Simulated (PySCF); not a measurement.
SMILES O(c1ccccc1)c1ccccc1 (C12H10O) at its GFN2-xTB optimised geometry (Å):

```
23

C      0.6962     3.5490     0.0345
C      1.3832     2.3472     0.0217
C      0.6983     1.1460     0.0000
C     -0.6927     1.1460     0.0000
O     -1.4406     0.0009    -0.0830
C     -1.0049    -1.1585     0.5031
C     -0.2986    -1.1840     1.7012
C      0.0523    -2.3976     2.2636
C     -0.3009    -3.5866     1.6488
C     -1.0202    -3.5592     0.4654
C     -1.3721    -2.3530    -0.1092
C     -1.3846     2.3535     0.0000
C     -0.6887     3.5470     0.0162
H      1.2379     4.4825     0.0530
H      2.4632     2.3404     0.0226
H      1.2364     0.2095    -0.0266
H     -0.0360    -0.2573     2.1908
H      0.6018    -2.4109     3.1933
H     -0.0218    -4.5300     2.0929
H     -1.3059    -4.4825    -0.0162
H     -1.9336    -2.3137    -1.0297
H     -2.4632     2.3342    -0.0162
H     -1.2317     4.4805     0.0185
```

Method: B3LYP/def2-SVP run with PySCF. Cells within 0.4 Å of a nucleus heavier than hydrogen are left out (blank, or x).

Map of the HOMO amplitude (bohr^(-3/2)) on the plane z = 0.0 Å; orbital energy -6.08 eV, overall sign arbitrary:

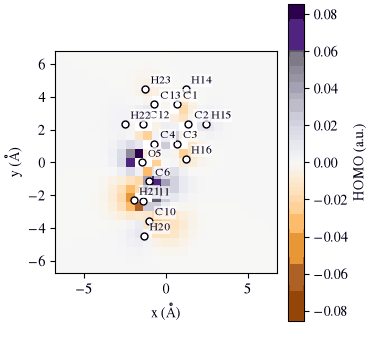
*HOMO amplitude (bohr^(-3/2)) on the plane z = 0.0 Å.*
